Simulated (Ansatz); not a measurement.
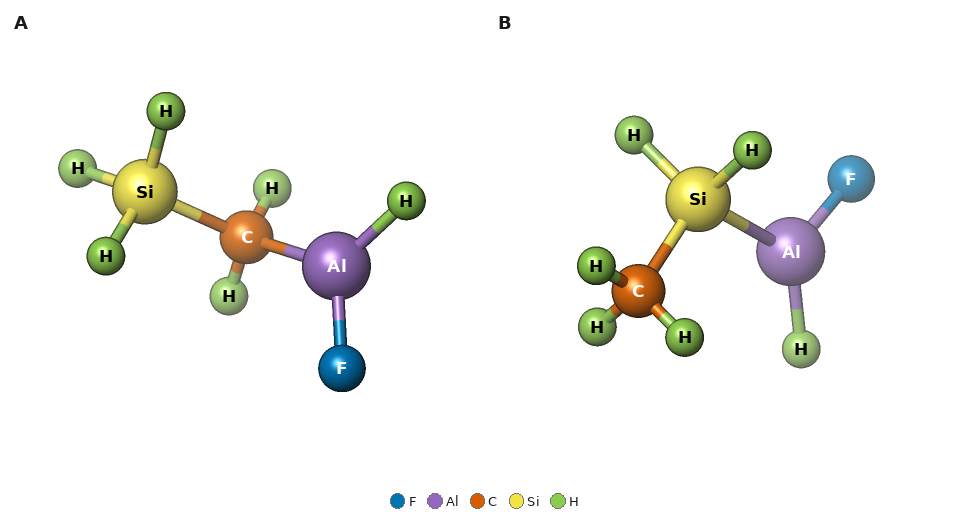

Depth is shown by fading: the farther an atom, the more it takes the colour of the background. The geometry was computed by an optimisation with PBE-D4/def2-SVP. No frequency run is at hand to confirm it as a minimum.

Are A and B the same structure? If not, how do they differ?

Answer. No. They are constitutional isomers of CH6AlFSi: A is [F][AlH][CH2][SiH3], B is C[SiH2][AlH][F]
